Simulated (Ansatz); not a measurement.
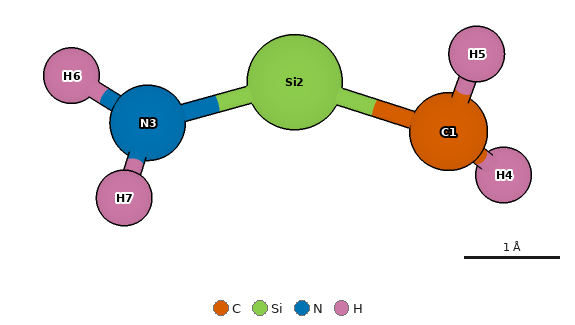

Figure 1. The structure (ball-and-stick view, seen at a tilt; atoms are numbered from 1 in the order of the input).

**CH₄NSi: a changed input and its effect**

System: CH₄NSi, charge +1, SMILES C=[Si+]N.
Method of run A: RKS PBE0-D4/def2-TZVP (Ansatz 0.2.0).

Text and figures count atoms from 1; the logs count them from 0 in places.

### The input, run A
```yaml
crystal:
  periodic: [false, false, false]
  atoms:
    - { symbol: C, position_ang: [-1.153303, 0.280565, -1.018748] }
    - { symbol: Si, position_ang: [-0.256616, 0.077838, 0.462097] }
    - { symbol: "N", position_ang: [1.257056, -0.309284, 0.952927] }
    - { symbol: H, position_ang: [-1.903302, -0.476522, -1.255196] }
    - { symbol: H, position_ang: [-1.273193, 1.365479, -1.005264] }
    - { symbol: H, position_ang: [1.530333, -0.359541, 1.926401] }
    - { symbol: H, position_ang: [2.011579, -0.52233, 0.309641] }
total_charge: 1
basis:
  gaussian: { orbitals: def2-TZVP }
hamiltonian:
  xc: pbe0
  dispersion: d4
output:
  forces: true
```

Command:
```bash
ansatz run input.yaml --threads 1 --pin off --max-ram 2560MiB --backend cpu --events-out ev --progress --plain --runs-dir out
```

Hardware: 1 thread of Arm Neoverse N1, 98 GiB of memory available, shared host.

### Output (run A)
```
Engine: ansatz 0.2.0, aarch64-unknown-linux-gnu
Functional definition: PBE0
  parameter a = 0.25
  parameter kappa = 0.804
  parameter beta = 0.06672455060314922
  exchange = (1 - a)*pbe_x(kappa = kappa, mu = beta*pi^2/3) + a*exact_x
  correlation = pbe_c(beta = beta)
779 factors; their error is unknown
mean field evaluation 1: about -10431.8896 eV, gradient 1.0e2 eV
mean field evaluation 2: about -10396.6926 eV, gradient 1.4e2 eV
mean field evaluation 4: about -10454.3099 eV, gradient 1.5e1 eV
mean field evaluation 8: about -10454.9513 eV, gradient 1.5e-1 eV
mean field evaluation 16: about -10454.9804 eV, gradient 2.3e-4 eV
mean field -10454.98043014 eV, -384.2134441673 hartree, gradient 1.7e-5 eV, S^2 0.000000; 0 other end points of the search recorded, 0 dependent functions left out
the calculation of the forces begins
reference -10454.98045560 eV, -384.2134451029 hartree; 15, 15 occupied and 108, 108 virtual orbitals, 779 factors
Total energy: -10455.05837376 eV, -384.2163085426 hartree
Atom 0 at    -1.153303     0.280565    -1.018748 Å, force     1.083988    -0.204210     1.414934 eV/Å
Atom 1 at    -0.256616     0.077838     0.462097 Å, force    -0.058911    -0.540248    -0.408642 eV/Å
Atom 2 at     1.257056    -0.309284     0.952927 Å, force     0.017771     0.028270     0.087234 eV/Å
Atom 3 at    -1.903302    -0.476522    -1.255196 Å, force    -0.265356     0.562379    -0.209365 eV/Å
Atom 4 at    -1.273193     1.365479    -1.005264 Å, force    -0.820377     0.107417    -0.886081 eV/Å
Atom 5 at     1.530333    -0.359541     1.926401 Å, force     0.033610     0.025991     0.004951 eV/Å
Atom 6 at     2.011579    -0.522330     0.309641 Å, force     0.009276     0.020399    -0.003031 eV/Å
Dipole moment:     0.160381    -0.024837     0.186324 e Å
```

For run B the input was changed thus:
```diff
-    - { symbol: Si, position_ang: [-0.256616, 0.077838, 0.462097] }
-    - { symbol: "N", position_ang: [1.257056, -0.309284, 0.952927] }
+    - { symbol: Si, position_ang: [-0.324524, 0.093191, 0.349951] }
+    - { symbol: "N", position_ang: [1.189148, -0.293931, 0.84078] }
-    - { symbol: H, position_ang: [-1.273193, 1.365479, -1.005264] }
-    - { symbol: H, position_ang: [1.530333, -0.359541, 1.926401] }
-    - { symbol: H, position_ang: [2.011579, -0.52233, 0.309641] }
+    - { symbol: H, position_ang: [-1.307455, 1.360261, -1.064438] }
+    - { symbol: H, position_ang: [1.462426, -0.344188, 1.814255] }
+    - { symbol: H, position_ang: [1.943671, -0.506977, 0.197495] }
```

How does run B compare with run A?

With the same method and basis, run B lies 3.8 kcal/mol higher. The largest force goes from 1.794 to 4.240 eV/Å.

### Output (run B)
```
Engine: ansatz 0.2.0, aarch64-unknown-linux-gnu
Functional definition: PBE0
  parameter a = 0.25
  parameter kappa = 0.804
  parameter beta = 0.06672455060314922
  exchange = (1 - a)*pbe_x(kappa = kappa, mu = beta*pi^2/3) + a*exact_x
  correlation = pbe_c(beta = beta)
779 factors; their error is unknown
mean field evaluation 1: about -10431.6841 eV, gradient 1.0e2 eV
mean field evaluation 2: about -10400.3845 eV, gradient 1.4e2 eV
mean field evaluation 4: about -10454.4625 eV, gradient 1.1e1 eV
mean field evaluation 8: about -10454.7837 eV, gradient 1.3e-1 eV
mean field evaluation 16: about -10454.8140 eV, gradient 2.9e-4 eV
mean field -10454.81395529 eV, -384.2073263296 hartree, gradient 1.2e-5 eV, S^2 0.000000; 0 other end points of the search recorded, 0 dependent functions left out
the calculation of the forces begins
reference -10454.81398075 eV, -384.2073272652 hartree; 15, 15 occupied and 108, 108 virtual orbitals, 779 factors
Total energy: -10454.89295160 eV, -384.2102293905 hartree
Atom 0 at    -1.153303     0.280565    -1.018748 Å, force    -1.678404     0.329407    -2.233419 eV/Å
Atom 1 at    -0.324524     0.093191     0.349951 Å, force     2.663041    -1.056117     3.125483 eV/Å
Atom 2 at     1.189148    -0.293931     0.840780 Å, force    -0.058488     0.053949     0.379797 eV/Å
Atom 3 at    -1.903302    -0.476522    -1.255196 Å, force    -0.247757     0.556395    -0.369474 eV/Å
Atom 4 at    -1.307455     1.360261    -1.064438 Å, force    -0.701600     0.072072    -0.855628 eV/Å
Atom 5 at     1.462426    -0.344188     1.814255 Å, force     0.060841     0.007397    -0.019097 eV/Å
Atom 6 at     1.943671    -0.506977     0.197495 Å, force    -0.037633     0.036898    -0.027662 eV/Å
Dipole moment:     0.148080    -0.020222     0.228765 e Å
```

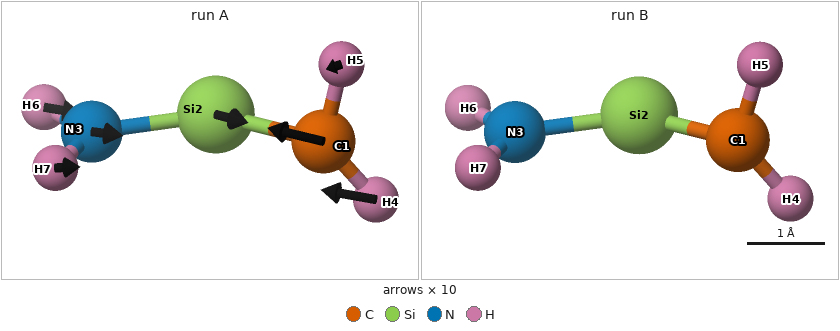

Figure 2. The two input geometries at one scale (ball-and-stick view, seen at a tilt). The black arrows on the first give the shifts of the atoms after the best rigid fit, magnified 10 times. The atom that moves furthest after the best rigid fit is C1 (0.082 Å). Largest moves by element: C 0.082 Å, H 0.076 Å, Si 0.051 Å, N 0.044 Å. Among the contacts that change: C1–Si2 1.743 → 1.611 Å.

### The two runs side by side

```tsv
quantity	run A	run B
outcome	converged	converged
total energy (hartree)	−384.216309	−384.210229
largest force (eV/Å)	1.794	4.240
basis functions	123	123
wall time (shared host)	4.7 s	4.8 s
```
